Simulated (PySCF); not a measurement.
**C4H4AlCl3O2 (SMILES ClC(Cl)(Cl)C1=C[O][AlH2-][O+]=C1): density, localisation and related maps**

```xyz
14

Cl   -2.8953   -1.5112   -0.5250
C    -2.1328    0.0394   -0.1565
Cl   -2.6163    1.2029   -1.4276
Cl   -2.7966    0.6253    1.4023
C    -0.6420   -0.0328   -0.0696
C     0.0758   -1.2274   -0.1608
O     1.3299   -1.2990   -0.0763
Al    2.6328   -0.0479    0.1917
O     1.3143    1.2327    0.2538
C     0.0680    1.1598    0.1445
H    -0.4732   -2.1640   -0.3158
H     3.4258    0.1516   -1.1081
H     3.2132   -0.2242    1.6035
H    -0.5043    2.0943    0.2216
```

Geometry: GFN2-xTB.

The calculation used PBE0/pcSseg-1, SCF density, gas phase, non-relativistic (PySCF).

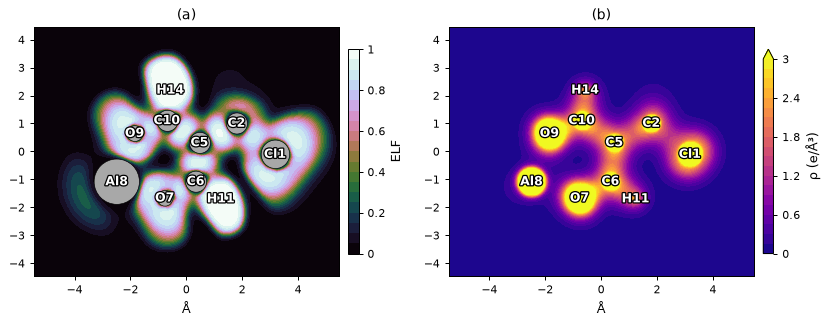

Figure 1. (a) electron localisation function; (b) electron density on the plane of atoms C2, C5 and C10. Grey discs cover the atomic cores in the ELF map.

Describe what can be read from this map.

- The section cuts through Cl, C, O, Al and H sites.
- C–O (1.25 Å): ρ at the midpoint is about 2.9 e/Å³; the ELF peaks at about 0.90 between the atoms: a polar covalent bond.
- C–C (1.40 Å): ρ is about 2.1 e/Å³ halfway; the ELF peaks at about 0.95 between the atoms; a covalent bond.
- C–Cl (1.77 Å): ρ is about 1.4 e/Å³ halfway; the ELF peaks at about 0.90 between the atoms (localised, covalent bonding).
- Al–O (1.83 Å): ρ at the midpoint is about 0.61 e/Å³; the ELF peaks at about 0.90 in the valence shell of O, 0.6 Å from its nucleus, and is about 0.45 at the midpoint.
- C–H (1.10 Å): the density is about 2.1 e/Å³ at the midpoint; the ELF climbs to about 1 towards the hydrogen, as it does in any bond to H: an ordinary covalent bond to hydrogen.
- The ELF also peaks beside O7, Cl1 and O9, away from the bonds: lone-pair regions.

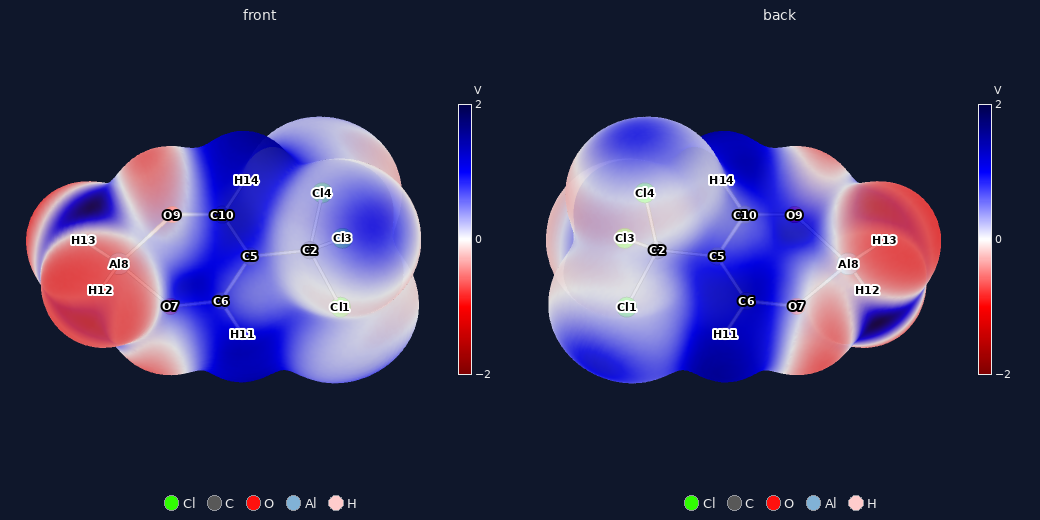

Figure 2. The molecular electrostatic potential painted on the density surface at 0.002 e/bohr³, seen from the front and from behind; the colour scale runs from red (negative) to blue (positive).

Which sites attract a positive test charge, and which a negative one?

A positive charge is drawn to the negative regions and a negative charge to the positive ones. The most negative region (about −0.7 V, or −16 kcal/mol for a unit charge) lies over H12 and H13, the most positive (about +1.8 V, or +42 kcal/mol for a unit charge) over Al8. Cl1 shows a σ-hole: about +1.2 V, or +28 kcal/mol for a unit charge at the tip opposite its bond, against about +0.3 V, or +7 kcal/mol for a unit charge on its flanks. Cl3 shows a σ-hole: about +1.0 V, or +23 kcal/mol for a unit charge at the tip opposite its bond, against about +0.1 V on its flanks. Cl4 shows a σ-hole: about +0.9 V, or +21 kcal/mol for a unit charge at the tip opposite its bond, against about +0.1 V on its flanks.

What dipole moment does the calculation give?

Its dipole moment is 1.77 D.
